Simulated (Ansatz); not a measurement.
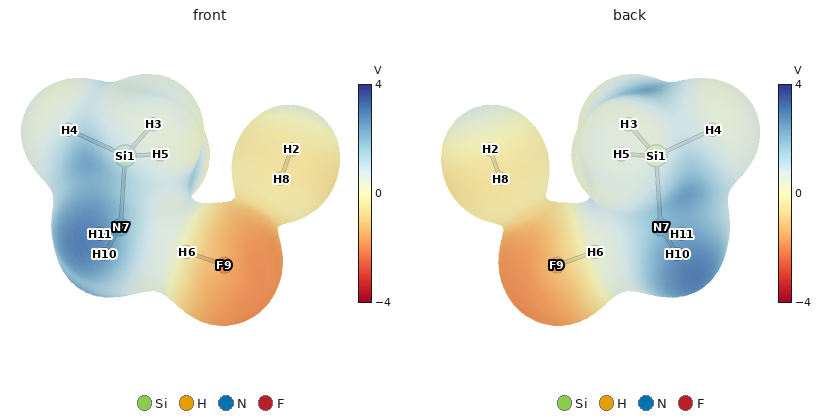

*H5NSi···H2···HF. The molecular electrostatic potential painted on the density surface at 0.004 e/bohr³, seen from the front and from behind; red is negative and blue positive.*

The product side of a reaction path; geometry: PBE0-D4/def2-TZVP.

Level of theory: RKS PBE0-D4/def2-TZVPP (Ansatz).

The calculation's input:

```
crystal:
  periodic: [false, false, false]
  atoms:
    - {symbol: Si, position_ang: [-0.444002, 0.580756, -1.104491]}
    - {symbol: H, position_ang: [-0.039923, -3.141781, 0.030920]}
    - {symbol: H, position_ang: [0.627801, -0.259797, -1.684754]}
    - {symbol: H, position_ang: [-0.836204, 1.622378, -2.093007]}
    - {symbol: H, position_ang: [-1.635260, -0.223434, -0.749349]}
    - {symbol: H, position_ang: [0.580069, -0.008199, 1.422904]}
    - {symbol: N, position_ang: [0.185411, 1.254595, 0.389881]}
    - {symbol: H, position_ang: [0.188843, -2.682511, 0.575502]}
    - {symbol: F, position_ang: [0.799328, -0.740733, 1.999470]}
    - {symbol: H, position_ang: [-0.470876, 1.816837, 0.918049]}
    - {symbol: H, position_ang: [1.044813, 1.781988, 0.294774]}
basis:
  gaussian: {orbitals: def2-TZVPP}
hamiltonian: {xc: pbe0, dispersion: d4}
output: {orbitals: {seedname: orbitals}}
```

Run with:

```sh
ansatz run in.yaml --threads 4 --pin off --events-out ev --progress --plain --max-ram 9574MiB
```

Question: Where is the surface potential most negative and most positive?

Answer: The most negative region (about −1.9 V, or −44 kcal/mol for a unit charge) lies over F9, the most positive (about +3.1 V, or +71 kcal/mol for a unit charge) over H10 and H11.
